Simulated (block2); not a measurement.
# SiNH4F (SMILES N[SiH2]F) at DMRG/STO-6G

What is the energy change on altering one bond length of SiNH4F at DMRG/STO-6G? The job is set up through a Python script.

The calculation is run with block2 0.5.4.

5 further runs of the same task are left out: 2 that didn't finish, 3 set aside as unsound or not needed.

### Step 1. Starting point

SiNH4F has 7 atoms, charge 0, and is taken as a singlet. As SMILES, `N[SiH2]F`. Geometry: relaxed at PBE0-D4/def2-TZVP. This is one conformer, not always the lowest.

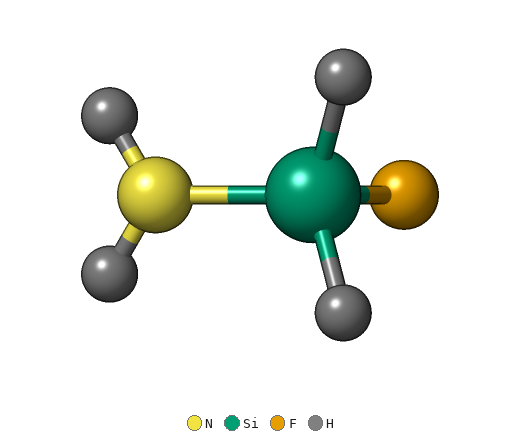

The structure, seen from a chosen angle (nitrogen yellow, silicon teal, fluorine amber, hydrogen grey).

### Step 2. A single-point energy at DMRG/STO-6G

The input, block2_dmrg.py:

```python
import numpy as np
from pyscf import cc, dft, gto, lo, mp, scf
from pyblock2._pyscf.ao2mo import integrals as itg
from pyblock2.driver.core import DMRGDriver, SymmetryTypes
from scipy.stats import linregress

geom = """
N
Si 1 1.695514
F 2 1.604561 1 114.64596
H 1 1.006283 2 121.95998 3 -77.47342
H 1 1.006321 4 111.83169 2 -157.22687
H 2 1.479364 3 105.83286 1 119.30873
H 2 1.479239 6 114.04763 3 -115.91915
"""
mol = gto.M(
    atom=geom,
    basis="sto-6g",
    verbose=3,
)
print("nao                            = %d" % (mol.nao))
mf = scf.RHF(mol)
mf.conv_tol = 1e-10
mf.max_cycle = 200
mf.kernel()
if not mf.converged:
    mf = mf.newton().run(mf.mo_coeff, mf.mo_occ)
print(f"E(HF)                          = {mf.e_tot:.10f}")
# MP2, CCSD and CCSD(T) with the same frozen core
ref = mf
pt = mp.MP2(ref, frozen=7).run()
mycc = cc.CCSD(ref, frozen=7)
mycc.max_cycle = 150
mycc.kernel()
print(f"MP2 total energy               = {pt.e_tot:.10f}")
if mycc.converged:
    print(f"E(CCSD)                        = {mycc.e_tot:.10f}")
    print(f"CCSD(T) total energy           = {mycc.e_tot + mycc.ccsd_t():.10f}")
    print(f"T1 diagnostic                  = {mycc.get_t1_diagnostic():.4f}")
# a few density functionals on the same geometry and basis
ks = dft.RKS(mol, xc="m062x").set(conv_tol=1e-9, verbose=3).run()
if ks.converged:
    print("E(M06-2X)                      = %.8f" % (ks.e_tot))
ks = dft.RKS(mol, xc="bhandhlyp").set(conv_tol=1e-9, verbose=3).run()
if ks.converged:
    print(f"E(BHLYP)                       = {ks.e_tot:.8f}")
ks = dft.RKS(mol, xc="pbe0").set(conv_tol=1e-9, verbose=3).run()
if ks.converged:
    print(f"E(PBE0)                        = {ks.e_tot:.8f}")
ks = dft.RKS(mol, xc="r2scan").set(conv_tol=1e-9, verbose=3).run()
if ks.converged:
    print(f"E(r2SCAN)                      = {ks.e_tot:.8f}")
ks = dft.RKS(mol, xc="m06l").set(conv_tol=1e-9, verbose=3).run()
if ks.converged:
    print(f"E(M06-L)                       = {ks.e_tot:.8f}")
# split localisation
mo = mf.mo_coeff.copy()
for a, b in ((7, 17), (17, 23)):
    if b - a > 1:
        mo[:, a:b] = lo.PM(mol, mo[:, a:b]).kernel()
mf.mo_coeff = mo
ncas, n_elec, spin, ecore, h1e, g2e, orb_sym = itg.get_rhf_integrals(mf, ncore=7, ncas=16, pg_symm=False, g2e_symm=8)
driver = DMRGDriver(scratch="./tmp", symm_type=SymmetryTypes.SU2, stack_mem=1500 << 20, n_threads=1)
driver.initialize_system(n_sites=ncas, n_elec=n_elec, spin=spin, orb_sym=orb_sym)
mpo = driver.get_qc_mpo(h1e=h1e, g2e=g2e, ecore=ecore, iprint=0)
occs = np.array([1.8] * 10 + [0.2] * 6)
ket = driver.get_random_mps(tag="GS", bond_dim=50, nroots=1, occs=occs)
bond_dims = [50] * 4 + [100] * 4 + [200] * 2
noises = [0.0001] * 4 + [0.0001] * 4 + [1e-05] * 2 + [0]
thrds = [1e-09] * 10
e = driver.dmrg(mpo, ket, n_sweeps=16, tol=1e-06, bond_dims=bond_dims, noises=noises, thrds=thrds, iprint=1)
ms, dws, es = driver.get_dmrg_results()
print("max discarded weight           = %.3e" % (dws[-1]))
print("E(final)                       = %.10f" % (e))
dm1 = driver.get_1pdm(ket)
print("NOONs                          =", np.round(np.linalg.eigvalsh(dm1)[::-1], 5).tolist())
c_act = mf.mo_coeff[:, 7:23]
dm_ao = c_act @ dm1 @ c_act.T + 2 * mf.mo_coeff[:, :7] @ mf.mo_coeff[:, :7].T
print("dipole / D                     =", np.round(scf.hf.dip_moment(mol, dm_ao, verbose=0), 4).tolist())
print(f"max block entropy              = {max(driver.get_bipartite_entanglement(ket)):.4f}")
csf, coef = driver.get_csf_coefficients(ket, cutoff=0.1, iprint=1)
print(f"c0^2                           = {np.max(np.abs(coef)) ** 2:.4f}")
# extrapolation to zero discarded weight
ket = driver.adjust_mps(ket, dot=2)[0]
back = [180, 150, 120, 90]
driver.dmrg(mpo, ket, n_sweeps=4 * len(back), tol=0, bond_dims=[m for m in back for _ in range(4)], noises=[0] * (4 * len(back)), thrds=[1e-9] * (4 * len(back)), iprint=1)
ms, dws, es = driver.get_dmrg_results()
ms, dws, es = ms[3::4], dws[3::4], np.array(es)[3::4, 0]
fit = linregress(dws, es)
print("bond dimensions                =", np.round(ms, 1).tolist())
print("DW(M)                          =", np.round(dws, 12).tolist())
print("E(M)                           =", np.round(es, 9).tolist())
print(f"E(DW -> 0)                     = {fit.intercept:.8f}")
print("error estimate                 = %.3e" % (abs(fit.intercept - es.min()) / 5))
```

Started as:

```
$ python block2_dmrg.py
```

The log of the run:

```text
nao                            = 23
converged SCF energy = -443.484809010547
E(HF)                          = -443.4848090105
E(RMP2) = -443.578980141429  E_corr = -0.0941711308822361
E(SCS-RMP2) = -443.588520519593  E_corr = -0.103711509045664
E(CCSD) = -443.6083997785504  E_corr = -0.1235907680034313
MP2 total energy               = -443.5789801414
E(CCSD)                        = -443.6083997786
CCSD(T) correction = -0.00262501466442872
CCSD(T) total energy           = -443.6110247932
T1 diagnostic                  = 0.0088
converged SCF energy = -444.658436767746
E(M06-2X)                      = -444.65843677
converged SCF energy = -444.691339912892
E(BHLYP)                       = -444.69133991
converged SCF energy = -444.478214283732
E(PBE0)                        = -444.47821428
converged SCF energy = -444.679902406133
E(r2SCAN)                      = -444.67990241
converged SCF energy = -444.818559181303
E(M06-L)                       = -444.81855918

Sweep =    0 | Direction =  forward | Bond dimension =   50 | Noise =  1.00e-04 | Dav threshold =  1.00e-09
Time elapsed =      1.292 | E =    -443.5375807812 | DW = 7.37382e-07

Sweep =    1 | Direction = backward | Bond dimension =   50 | Noise =  1.00e-04 | Dav threshold =  1.00e-09
Time elapsed =      3.077 | E =    -443.5997629964 | DE = -6.22e-02 | DW = 6.59983e-05

Sweep =    2 | Direction =  forward | Bond dimension =   50 | Noise =  1.00e-04 | Dav threshold =  1.00e-09
Time elapsed =      4.810 | E =    -443.6034536495 | DE = -3.69e-03 | DW = 9.26517e-05

Sweep =    3 | Direction = backward | Bond dimension =   50 | Noise =  1.00e-04 | Dav threshold =  1.00e-09
Time elapsed =      6.502 | E =    -443.6041524710 | DE = -6.99e-04 | DW = 9.07392e-05

Sweep =    4 | Direction =  forward | Bond dimension =  100 | Noise =  1.00e-04 | Dav threshold =  1.00e-09
Time elapsed =      9.789 | E =    -443.6049042076 | DE = -7.52e-04 | DW = 9.09388e-06

Sweep =    5 | Direction = backward | Bond dimension =  100 | Noise =  1.00e-04 | Dav threshold =  1.00e-09
Time elapsed =     16.104 | E =    -443.6061641506 | DE = -1.26e-03 | DW = 2.50806e-05

Sweep =    6 | Direction =  forward | Bond dimension =  100 | Noise =  1.00e-04 | Dav threshold =  1.00e-09
Time elapsed =     22.165 | E =    -443.6072053839 | DE = -1.04e-03 | DW = 5.97046e-05

Sweep =    7 | Direction = backward | Bond dimension =  100 | Noise =  1.00e-04 | Dav threshold =  1.00e-09
Time elapsed =     28.705 | E =    -443.6076372208 | DE = -4.32e-04 | DW = 5.42668e-05

Sweep =    8 | Direction =  forward | Bond dimension =  200 | Noise =  1.00e-05 | Dav threshold =  1.00e-09
Time elapsed =     42.657 | E =    -443.6086407777 | DE = -1.00e-03 | DW = 5.02221e-06

Sweep =    9 | Direction = backward | Bond dimension =  200 | Noise =  1.00e-05 | Dav threshold =  1.00e-09
Time elapsed =     72.702 | E =    -443.6099012943 | DE = -1.26e-03 | DW = 1.17157e-05

Sweep =   10 | Direction =  forward | Bond dimension =  200 | Noise =  0.00e+00 | Dav threshold =  1.00e-07
Time elapsed =     93.114 | E =    -443.6105646143 | DE = -6.63e-04 | DW = 2.23927e-05

Sweep =   11 | Direction = backward | Bond dimension =  200 | Noise =  0.00e+00 | Dav threshold =  1.00e-07
Time elapsed =    112.942 | E =    -443.6107158532 | DE = -1.51e-04 | DW = 2.05029e-05

Sweep =   12 | Direction =  forward | Bond dimension =  200 | Noise =  0.00e+00 | Dav threshold =  1.00e-07
Time elapsed =    131.517 | E =    -443.6108743135 | DE = -1.58e-04 | DW = 2.24873e-05

Sweep =   13 | Direction = backward | Bond dimension =  200 | Noise =  0.00e+00 | Dav threshold =  1.00e-07
Time elapsed =    151.493 | E =    -443.6108736282 | DE = 6.85e-07 | DW = 2.22300e-05

max discarded weight           = 2.223e-05
E(final)                       = -443.6108736282
NOONs                          = [1.9997, 1.99633, 1.99526, 1.99305, 1.98809, 1.98294, 1.97701, 1.97456, 1.97108, 1.97025, 0.03763, 0.02629, 0.02516, 0.02232, 0.02067, 0.01966]
dipole / D                     = [-0.8135, 0.0002, -0.1389]
max block entropy              = 0.4852
DTRIE T =      0.002
Number of CSF =          1 (cutoff =       0.1)
Sum of weights of included CSF =    0.924219366561711

CSF          0 2222222222000000  =   -0.961363285424252
c0^2                           = 0.9242

Sweep =    0 | Direction =  forward | Bond dimension =  180 | Noise =  0.00e+00 | Dav threshold =  1.00e-09
Time elapsed =     20.516 | E =    -443.6108768491 | DW = 3.79566e-05

Sweep =    1 | Direction = backward | Bond dimension =  180 | Noise =  0.00e+00 | Dav threshold =  1.00e-09
Time elapsed =     39.109 | E =    -443.6108683211 | DE = 8.53e-06 | DW = 3.57846e-05

Sweep =    2 | Direction =  forward | Bond dimension =  180 | Noise =  0.00e+00 | Dav threshold =  1.00e-09
Time elapsed =     57.700 | E =    -443.6108792679 | DE = -1.09e-05 | DW = 3.34858e-05

Sweep =    3 | Direction = backward | Bond dimension =  180 | Noise =  0.00e+00 | Dav threshold =  1.00e-09
Time elapsed =     76.152 | E =    -443.6108793926 | DE = -1.25e-07 | DW = 3.34759e-05

Sweep =    4 | Direction =  forward | Bond dimension =  150 | Noise =  0.00e+00 | Dav threshold =  1.00e-09
Time elapsed =     90.594 | E =    -443.6107703884 | DE = 1.09e-04 | DW = 7.38011e-05

Sweep =    5 | Direction = backward | Bond dimension =  150 | Noise =  0.00e+00 | Dav threshold =  1.00e-09
Time elapsed =    102.850 | E =    -443.6106588659 | DE = 1.12e-04 | DW = 7.04768e-05

Sweep =    6 | Direction =  forward | Bond dimension =  150 | Noise =  0.00e+00 | Dav threshold =  1.00e-09
Time elapsed =    115.135 | E =    -443.6106655982 | DE = -6.73e-06 | DW = 6.13241e-05

Sweep =    7 | Direction = backward | Bond dimension =  150 | Noise =  0.00e+00 | Dav threshold =  1.00e-09
Time elapsed =    127.027 | E =    -443.6106661918 | DE = -5.94e-07 | DW = 6.14634e-05

Sweep =    8 | Direction =  forward | Bond dimension =  120 | Noise =  0.00e+00 | Dav threshold =  1.00e-09
Time elapsed =    136.627 | E =    -443.6104691018 | DE = 1.97e-04 | DW = 1.20444e-04

Sweep =    9 | Direction = backward | Bond dimension =  120 | Noise =  0.00e+00 | Dav threshold =  1.00e-09
Time elapsed =    144.565 | E =    -443.6101365374 | DE = 3.33e-04 | DW = 1.01415e-04

Sweep =   10 | Direction =  forward | Bond dimension =  120 | Noise =  0.00e+00 | Dav threshold =  1.00e-09
Time elapsed =    152.317 | E =    -443.6101474034 | DE = -1.09e-05 | DW = 8.28755e-05

Sweep =   11 | Direction = backward | Bond dimension =  120 | Noise =  0.00e+00 | Dav threshold =  1.00e-09
Time elapsed =    160.094 | E =    -443.6101481277 | DE = -7.24e-07 | DW = 8.28765e-05

Sweep =   12 | Direction =  forward | Bond dimension =   90 | Noise =  0.00e+00 | Dav threshold =  1.00e-09
Time elapsed =    165.879 | E =    -443.6098992831 | DE = 2.49e-04 | DW = 1.79220e-04

Sweep =   13 | Direction = backward | Bond dimension =   90 | Noise =  0.00e+00 | Dav threshold =  1.00e-09
Time elapsed =    170.250 | E =    -443.6091558082 | DE = 7.43e-04 | DW = 1.02765e-04

Sweep =   14 | Direction =  forward | Bond dimension =   90 | Noise =  0.00e+00 | Dav threshold =  1.00e-09
Time elapsed =    174.800 | E =    -443.6092297015 | DE = -7.39e-05 | DW = 9.45722e-05

Sweep =   15 | Direction = backward | Bond dimension =   90 | Noise =  0.00e+00 | Dav threshold =  1.00e-09
Time elapsed =    179.298 | E =    -443.6092326611 | DE = -2.96e-06 | DW = 9.48336e-05

bond dimensions                = [180, 150, 120, 90]
DW(M)                          = [3.3475856e-05, 6.1463439e-05, 8.2876547e-05, 9.4833555e-05]
E(M)                           = [-443.610879393, -443.610666192, -443.610148128, -443.609232661]
E(DW -> 0)                     = -443.61189978
error estimate                 = 2.041e-04
```

Wall time 6 min (1 thread of Arm Neoverse N1, shared host); peak memory 0.64 GiB.

(Part 1 of 2 ends here.)
